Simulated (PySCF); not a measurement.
SMILES N#Cc1ccsc1-c1ccsc1, GFN2-xTB optimised geometry. Atoms within 1.6 Å of the plane z = 0.0 Å (x, y, z in Å): N1 (-0.53, -3.16, 0.00), C2 (0.03, -2.15, 0.00), C3 (0.76, -0.95, 0.00), C4 (2.18, -0.95, 0.00), C5 (2.70, 0.30, 0.00), S6 (1.48, 1.51, 0.00), C7 (0.22, 0.32, 0.00), C8 (-1.16, 0.73, 0.00), C9 (-1.57, 2.10, 0.00), C10 (-2.91, 2.25, 0.00), S11 (-3.73, 0.73, 0.00), C12 (-2.25, -0.11, 0.00), H13 (2.76, -1.86, 0.00), H14 (3.73, 0.59, 0.00), H15 (-0.87, 2.92, 0.00), H16 (-3.48, 3.16, 0.00), H17 (-2.25, -1.18, 0.00).

Computed with PySCF 2.14.0 with CAM-B3LYP/def2-SVP. Cells within 0.4 Å of a nucleus heavier than hydrogen are left out (blank, or x).

Map of the Laplacian of the electron density (e/bohr⁵), clipped to [-1.50, 1.50] on the plane z = 0.0 Å:

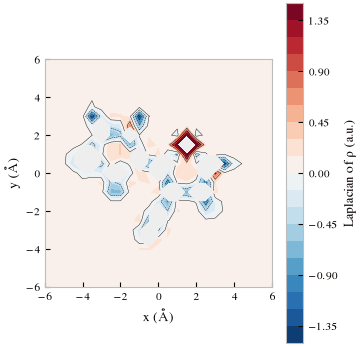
Fig. 1. Laplacian of the electron density (e/bohr⁵), clipped to [-1.50, 1.50] on the plane z = 0.0 Å.
